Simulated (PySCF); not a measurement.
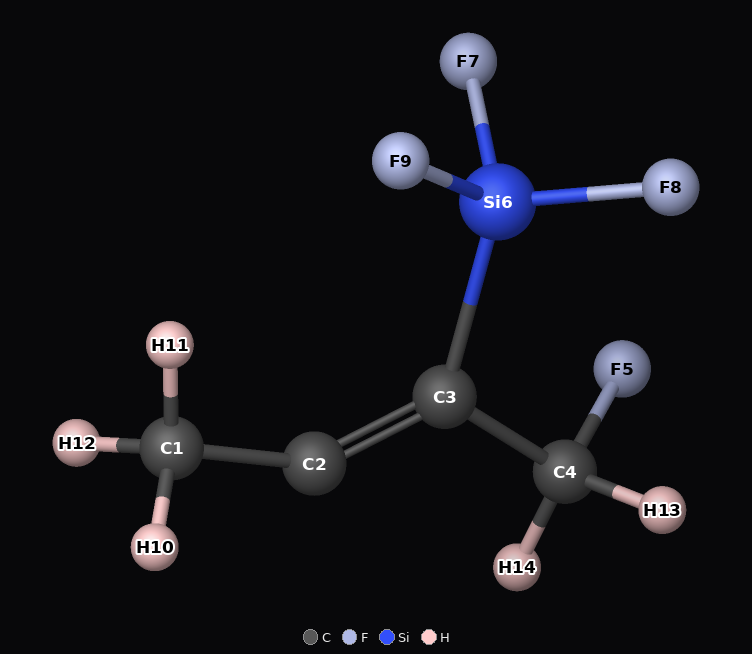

The species is neutral and a spin doublet. Computed geometry: GFN2-xTB optimisation. No frequency run is at hand to confirm it as a minimum. Method: UKS B3LYP, pcH-1 on C F H Si, non-relativistic (PySCF 2.14.0). Fermi-contact and spin-dipolar terms alone, no spin-orbit part.

> Which nucleus has the largest dipolar (anisotropic) hyperfine coupling?

13C at C2: principal values −80.1, −61.2, 141.3 MHz.

List the isotropic and dipolar parts for the most strongly coupled nuclei, one of each equivalent set.

```csv
atom,isotope,a_iso (MHz),dipolar part (MHz)
C2,13C,258.4,"−80.1, −61.2, 141.3"
F8,19F,58.6,"−22.3, −19.9, 42.1"
F7,19F,41.5,"−15.5, −14.5, 30.0"
F5,19F,−9.7,"−12.1, −6.9, 19.0"
Si6,29Si,−216.3,"−16.8, 8.2, 8.6"
C3,13C,−8.1,"−16.6, 0.9, 15.7"
H10,1H,34.8,"−6.6, −5.4, 12.0"
F9,19F,30.2,"−7.5, −4.1, 11.6"
```

The geometry is semi-empirical. Around Si such bond lengths and angles can be off by a tenth of an ångström or more and by several degrees, and values that hang on the shape move with them.
